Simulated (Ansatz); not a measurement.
```xyz
9

Hf    0.5801   -0.3957    0.0233
N    -0.1824   -0.3735    2.3440
H    -1.1595   -0.0563    2.4327
H     0.3827    0.2518    2.9377
Cl    1.3057   -0.4120   -2.2240
Cl    0.2684    1.9438    0.2845
Cl   -1.3531   -1.7546   -0.2122
Br    2.6281   -1.4356    1.0906
H    -0.1372   -1.3062    2.7809
```

Core potentials replace the inner electrons of Hf.

Method: RKS PBE/def2-SVP in Ansatz.

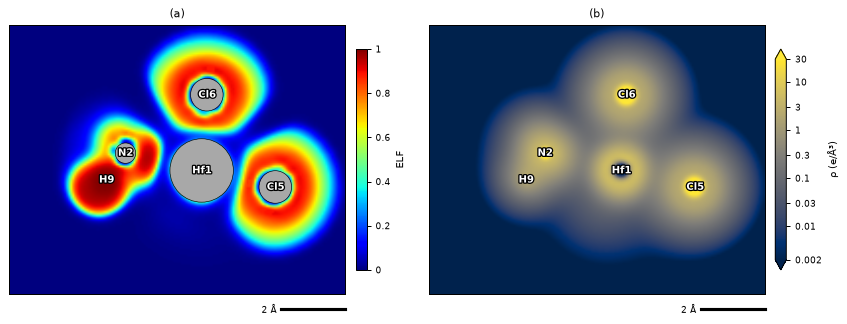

BrCl3H3HfN. (a) electron localisation function; (b) electron density on the plane of atoms Cl5, Hf1 and Cl6. Grey discs cover the atomic cores in the ELF map.

What do the fields say about this system?

- The plane passes through Hf, N, Cl and H nuclei.
- Hf–Cl (2.36 Å): ρ is about 0.56 e/Å³ halfway; the ELF peaks at about 0.85 in the valence shell of Cl, 0.8 Å from its nucleus, and is about 0.30 at the midpoint.
- Hf–N (2.44 Å): ρ at the midpoint is about 0.34 e/Å³; the ELF peaks at about 0.95 in the valence shell of N, 0.7 Å from its nucleus, and is about 0.20 at the midpoint.
- N–H (1.03 Å): ρ at the midpoint is about 2.7 e/Å³; the ELF climbs to about 1 towards the hydrogen, as it does in any bond to H (an ordinary covalent bond to hydrogen).
